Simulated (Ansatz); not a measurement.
Consider BN in the wurtzite structure (space group P6_3mc, No. 186; a = 2.555 Å, c = 4.225 Å). Axes: x lies along a and z along c of the hexagonal cell.

Now apply this change: tensile biaxial strain of 3.00 % in the plane normal to [001], as in epitaxy on a mismatched substrate; the out-of-plane cell vector and the atoms relax.

The values are results of DFT with PBE, PAW potentials and a 420 eV plane-wave cutoff in Ansatz (a quantum-chemistry and plane-wave program), no spin-orbit coupling, not measurements.

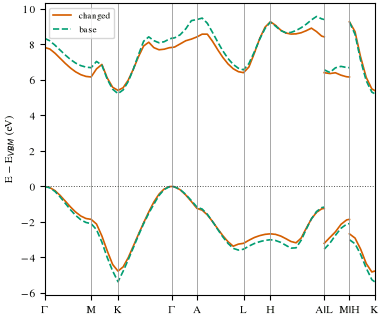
*Highest valence and lowest conduction band along the path, each from its own valence-band maximum*

**Question.** From the figure, how large is the changed gap, and is it direct?

**Answer.** About 5.4 eV, indirect, Γ → K.

Semilocal Kohn–Sham gaps tend to fall short of experiment. No phonon test of stability was made.
